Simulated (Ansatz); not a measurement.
One stationary structure of KCl. All values below come from PBEsol (plane waves to 420 eV, PAW, scalar-relativistic; Ansatz, an electronic-structure program).

Fm-3m (No. 225), cF8, rock salt type; a = 6.2437 Å, b = 6.2437 Å, c = 6.2437 Å, α = 90.00°, β = 90.00°, γ = 90.00°.

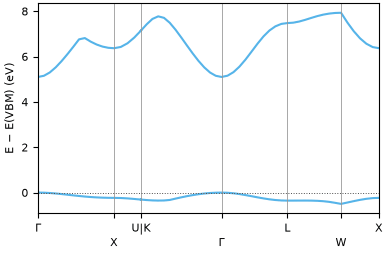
Figure. Highest filled and lowest empty band along the path of this cell's Brillouin zone

Q: Read off the gap and say whether it is direct.

A: 5.10 eV, direct at Γ (no spin-orbit coupling).

Q: How far does the top valence band disperse along this path?

A: About 0.5 eV.

No spin polarisation in the result.

Measured for KCl: a 6.248 Å (0 K or low temperature; as listed in Klaus Doll, Hermann Stoll, Phys. Rev. B (1997)); gap 8.7 eV (as listed in Aguado et al., arXiv (1998)). Computed minus measured — a: PBEsol -0.1 %; gap: PBEsol -3.60 eV. The computed values are for a static lattice, and a measured gap can be an optical one, lowered by exciton binding.

The run could not lose the symmetry of its start; a randomly shaken copy of 2 atoms returns to this structure.

All atoms sit on sites fixed by symmetry, so only the cell could relax.
